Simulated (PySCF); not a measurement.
System: C$_{5}$H$_{13}$N (n-ethylisopropylamine).

Input

```
{"job": {"kind": "uv", "xc": "B3LYP", "basis": "def2-SVPD", "ip": true}, "charge": 0, "multiplicity": 1}
C      2.263888     1.528620    -0.191622
C      1.429500     0.375431     0.331609
N      0.046830     0.517709    -0.061315
C     -0.874908    -0.474451     0.462267
C     -2.297956    -0.000947     0.210334
C     -0.634077    -1.834413    -0.180702
H      2.184281     1.594478    -1.287028
H      3.323468     1.409998     0.078689
H      1.920366     2.489178     0.227609
H      1.555526     0.294040     1.436804
H      1.822560    -0.568005    -0.082587
H     -0.279162     1.445591     0.201585
H     -0.745509    -0.597579     1.564188
H     -2.485635     0.971126     0.695244
H     -3.032144    -0.718169     0.605726
H     -2.472553     0.118905    -0.870472
H      0.372412    -2.221309     0.036664
H     -0.739092    -1.755911    -1.274290
H     -1.358154    -2.574532     0.192135
```

Launched as:

```sh
OMP_NUM_THREADS=1 python probes_run.py task.json out
```

Geometry: PBE0-D3(BJ)/def2-SVP.

The calculation used PySCF 2.14.0, B3LYP/def2-SVPD, SCF density, gas phase.

### What will maps of the electron density and electron localisation function show?

C–N (1.44 Å): ρ at the midpoint is about 2 e/Å³; the ELF peaks at about 0.95 between the atoms (localised, covalent bonding).
C–C (1.52 Å): ρ at the midpoint is about 1.7 e/Å³; the ELF peaks at about 0.95 between the atoms, as expected for a covalent bond.
C–H (1.10 Å): ρ at the midpoint is about 1.9 e/Å³; the ELF climbs to about 1 towards the hydrogen, as it does in any bond to H: a covalent bond by its length.

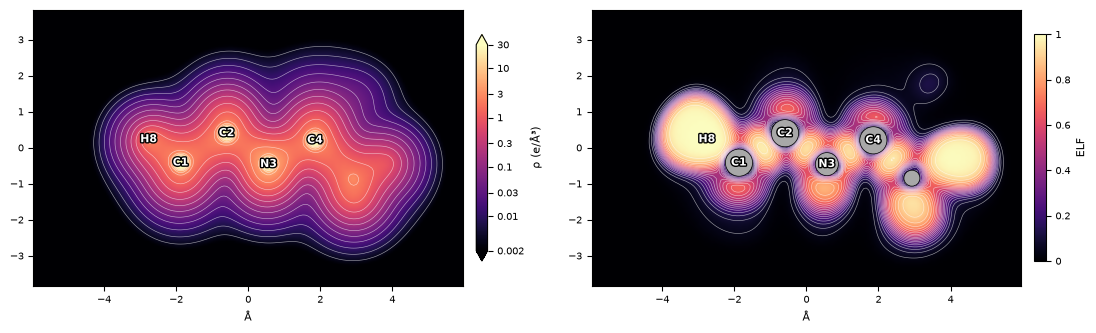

Computed electron density and electron localisation function on the plane of atoms C2, C1 and H8, in this order. Grey discs cover the atomic cores in the ELF map. 
